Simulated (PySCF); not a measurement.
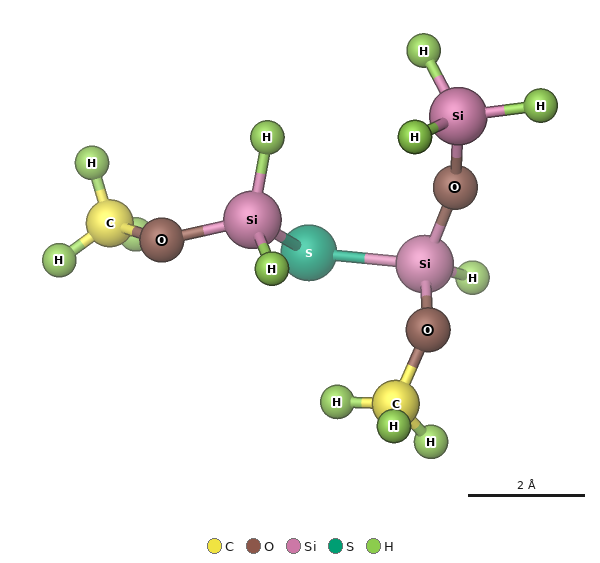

**Figure 1.** The input geometry (ball-and-stick view, seen at a tilt). Bond lengths as drawn: C–H 1.09 Å, C–O 1.40 Å, H–Si 1.45 to 1.46 Å, O–Si 1.60 to 1.62 Å and S–Si 2.14 Å.

## Run report: C₂H₁₂O₃SSi₃, NMR shielding calculation

The run: NMR shielding calculation of C₂H₁₂O₃SSi₃. Method and program: GIAO KT3/6-31G* NMR shielding, non-relativistic, gas phase (PySCF 2.14.0).

The geometry comes from this level: GFN2-xTB. Figures and captions count atoms from 1; the log counts them from 0 in places.

## The program's output
```
coarse grid: 19368 points
cycle   1  E = -1589.6959417490  dE =  1.129e+00  |g| = 1.310e+00  |ddm| = 4.278e+00
cycle   2  E = -1588.3091954568  dE =  1.387e+00  |g| = 2.854e+00  |ddm| = 4.324e+00
cycle   3  E = -1590.0219821312  dE = -1.713e+00  |g| = 2.504e-01  |ddm| = 3.538e+00
cycle   4  E = -1590.0342936215  dE = -1.231e-02  |g| = 1.549e-01  |ddm| = 5.620e-01
cycle   5  E = -1590.0415639602  dE = -7.270e-03  |g| = 3.102e-02  |ddm| = 2.369e-01
cycle   6  E = -1590.0417457760  dE = -1.818e-04  |g| = 1.450e-02  |ddm| = 4.102e-02
cycle   7  E = -1590.0417932886  dE = -4.751e-05  |g| = 2.478e-03  |ddm| = 1.770e-02
cycle   8  E = -1590.0417949705  dE = -1.682e-06  |g| = 6.813e-04  |ddm| = 3.994e-03
final grid: 168032 points
cycle   9  E = -1589.8554529897  dE = -5.520e-06  |g| = 2.782e-02  |ddm| = 4.759e-02
cycle  10  E = -1589.8550212150  dE =  4.318e-04  |g| = 5.475e-02  |ddm| = 6.813e-02
cycle  11  E = -1589.8555967817  dE = -5.756e-04  |g| = 2.821e-03  |ddm| = 4.775e-02
cycle  12  E = -1589.8555993791  dE = -2.597e-06  |g| = 4.096e-04  |ddm| = 4.614e-03
cycle  13  E = -1589.8555994322  dE = -5.308e-08  |g| = 9.962e-05  |ddm| = 6.584e-04
cycle  14  E = -1589.8555994339  dE = -1.706e-09  |g| = 4.568e-05  |ddm| = 1.287e-04
cycle  15  E = -1589.8555994344  dE = -4.438e-10  |g| = 8.527e-06  |ddm| = 5.296e-05
```

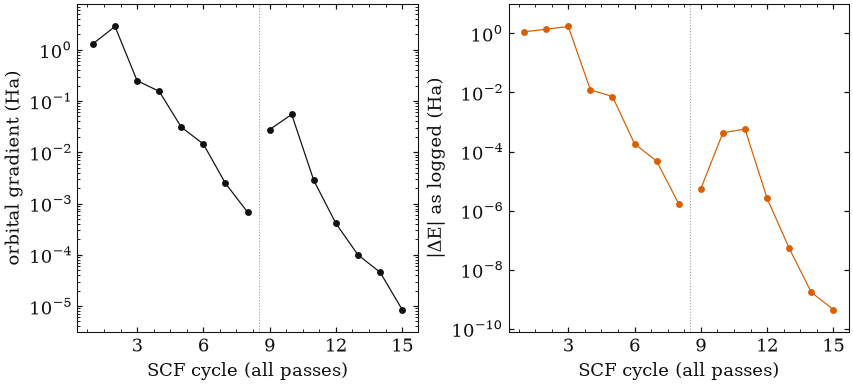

**Figure 2.** Convergence of the self-consistent field: orbital gradient and size of the energy change against the SCF cycle. The dotted line marks the change from a coarse to the final integration grid. The first 8 cycles use a coarse grid, the final grid takes over at cycle 9, and the field converges after 15 cycles in all.

```
converged SCF energy = -1589.8555994344

GIAO shielding tensors (ppm)
atom      isotropic    diamagn.    paramagn.     s11        s22        s33       span
  0 C      142.648     244.211    -101.563    117.088    122.712    188.144     71.056
  1 O      306.995     392.937     -85.942    246.033    318.588    356.364    110.331
  2 Si     409.753     884.993    -475.240    366.380    395.663    467.217    100.837
  3 S      730.705    1065.074    -334.369    614.923    722.106    855.086    240.163
  4 Si     426.671     882.732    -456.060    395.839    425.207    458.968     63.129
  5 O      283.884     394.666    -110.782    235.428    291.512    324.711     89.284
  6 C      143.438     246.524    -103.086    119.311    123.035    187.968     68.657
  7 O      279.098     396.572    -117.474    226.194    295.376    315.723     89.529
  8 Si     433.481     882.346    -448.865    398.155    408.401    493.886     95.731
  9 H       28.659      29.854      -1.195     23.461     28.395     34.121     10.660
 10 H       28.825      28.467       0.358     24.876     26.401     35.199     10.323
 11 H       28.761      28.471       0.290     24.654     26.627     35.003     10.349
 12 H       26.892      35.521      -8.629     22.354     27.462     30.859      8.505
 13 H       26.502      34.719      -8.216     21.542     26.626     31.338      9.796
 14 H       27.174      29.918      -2.744     23.470     23.891     34.161     10.692
 15 H       28.890      30.249      -1.359     25.152     26.570     34.947      9.795
 16 H       28.895      28.510       0.385     24.542     26.444     35.698     11.156
 17 H       28.529      31.839      -3.310     23.652     28.861     33.073      9.421
 18 H       27.295      28.489      -1.194     23.402     25.447     33.036      9.634
 19 H       27.248      30.988      -3.740     23.647     25.850     32.246      8.600
 20 H       27.330      32.699      -5.369     23.696     26.546     31.749      8.053
```

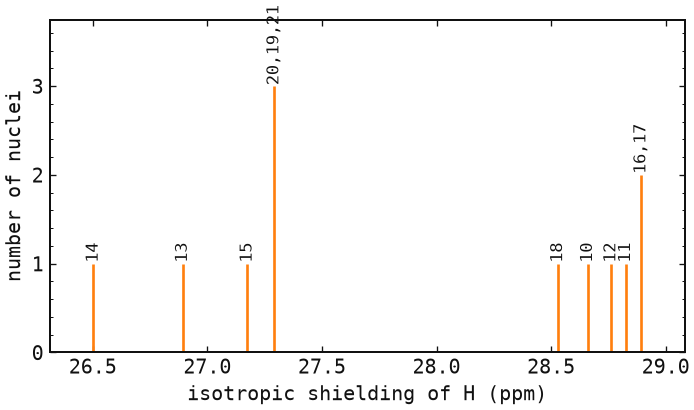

**Figure 3.** Isotropic shieldings of the hydrogen nuclei in this fixed geometry, labelled by atom number; shielding grows to the right, so chemical shift grows to the left. The least shielded is H14 (26.5 ppm), the most shielded H17 (28.9 ppm).

The run was set up as follows.

## The input
```
{"job": {"xc": "KT3", "basis": "6-31G*", "kind": "nmr", "pop": false}, "charge": 0, "multiplicity": 1}
C      3.829962     0.324862    -0.121369
O      2.662433     0.172444    -0.875405
Si     1.133460     0.501707    -0.480274
S      0.714562    -0.357765     1.439071
Si    -1.419819    -0.487176     1.308246
O     -1.833967    -1.442503     0.075626
C     -1.313076    -2.703344    -0.238176
O     -2.105799     0.922571     0.985329
Si    -2.433448     2.297616     0.187373
H      3.675365    -0.020668     0.902358
H      4.132790     1.374112    -0.102731
H      4.613237    -0.268461    -0.594021
H      0.463863    -0.172500    -1.575681
H      0.865032     1.933411    -0.362646
H     -1.879284    -0.911708     2.613422
H     -1.587534    -2.930633    -1.268231
H     -1.732759    -3.460664     0.426877
H     -0.224777    -2.710215    -0.137559
H     -3.867123     2.486572     0.386159
H     -1.631418     3.331159     0.840318
H     -2.070620     2.138126    -1.220074
```

The first line tells a small driver script what to run in PySCF; the rest is the geometry in Å.

Launched with:
```bash
OMP_NUM_THREADS=1 python <driver script> task.json out
```

## Results in brief

- outcome: converged
- total energy: −1589.855599 hartree
- HOMO: −6.12 eV
- LUMO: −0.71 eV
- dipole moment: 0.73 D
- isotropic shielding, C: 142.6 to 143.4 ppm
- isotropic shielding, O: 279.1 to 307.0 ppm
- isotropic shielding, Si: 409.8 to 433.5 ppm
- isotropic shielding, S: 730.7 ppm
- isotropic shielding, H: 26.5 to 28.9 ppm
- hardware: 1 CPU thread, shared host
- wall time: 36 s
- peak memory: 0.75 GiB
